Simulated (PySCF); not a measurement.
Vertical excitations of a molecule C₆H₆O from PySCF with TDA-PBE/def2-SVPD, as energy in eV (oscillator strength): 3.51 (0.041), 4.63 (0.000), 4.97 (0.024), 5.34 (0.003), 5.77 (0.000), 5.97 (0.047), 6.06 (0.146), 6.30 (0.045), 6.47 (0.022), 6.55 (0.000). Lowest triplet (TDA): 2.41 eV. Geometry: PBE-D3(BJ)/def2-SVP. The values are those of a single conformer.

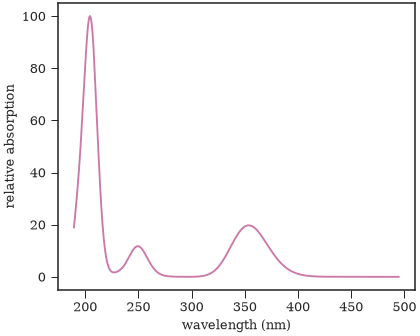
The lines broadened by 0.4 eV.

Q: Which molecule gave these data?
A. C1=CC=COC=C1
B. C=c1ccoc1=C
C. C#CC(C#C)OC
D. CC1=CC=CC1=O

A: A, C1=CC=COC=C1
